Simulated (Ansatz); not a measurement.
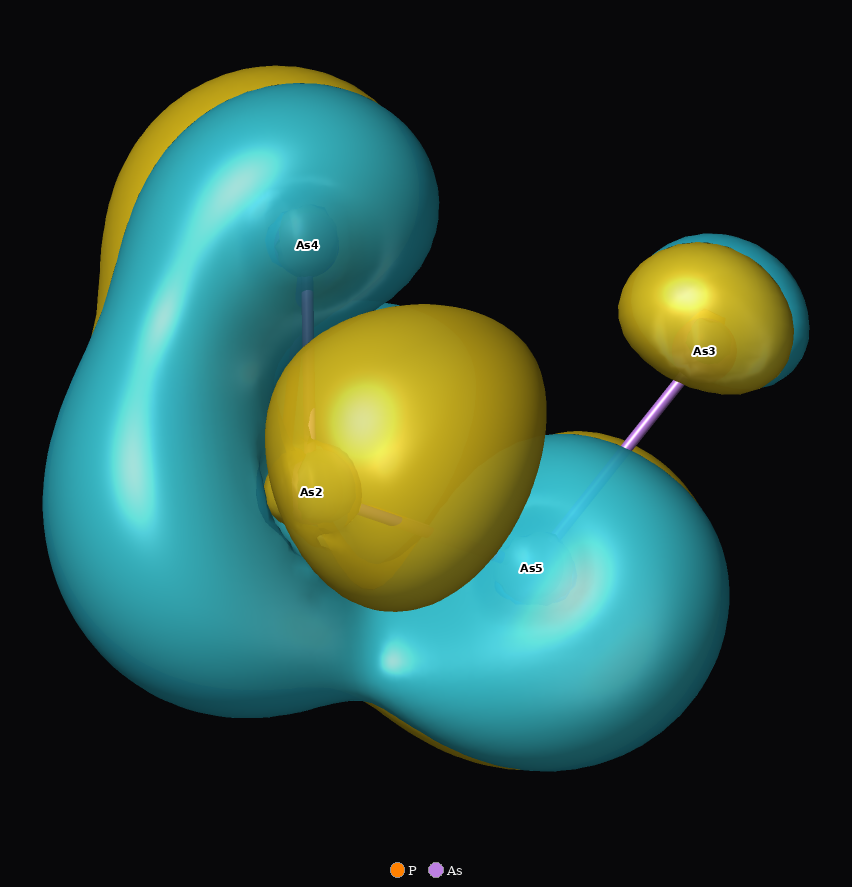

*As₄P (quartet). One frontier orbital at ±0.05 Å⁻³ᐟ² (yellow and cyan are the two phases), seen across its widest extent.*

Geometry: B3LYP-D4/def2-SVP.

Theory: UKS PBE0-D4/def2-TZVP in Ansatz 0.2.0.

The calculation's input:

```
crystal:
  periodic: [false, false, false]
  atoms:
    - {symbol: P, position_ang: [0.389257, 0.100655, -1.620913]}
    - {symbol: As, position_ang: [1.567953, 0.730063, 0.327349]}
    - {symbol: As, position_ang: [-2.055555, -0.457559, 1.335304]}
    - {symbol: As, position_ang: [0.990236, -1.599881, -0.134916]}
    - {symbol: As, position_ang: [-0.891892, 1.226722, 0.093187]}
basis:
  gaussian: {orbitals: def2-TZVP, initial_orbitals: start.molden}
magnetization: {spin_polarized: true, initial_magnetization: 3}
hamiltonian: {xc: pbe0, dispersion: d4}
scf: {omitted_lower_state_checks: [starts]}
output: {orbitals: {seedname: orbitals}}
```

Run with:

```sh
ansatz run in.yaml --threads 4 --pin off --events-out ev --progress --plain --max-ram 8704MiB
```

Which orbital is it: HOMO (α) or LUMO (α)?

The LUMO (α), at −1.87 eV. It lies mainly on As2 (about 30 %), As5 (about 25 %), P1 (about 25 %) and As4 (about 15 %).
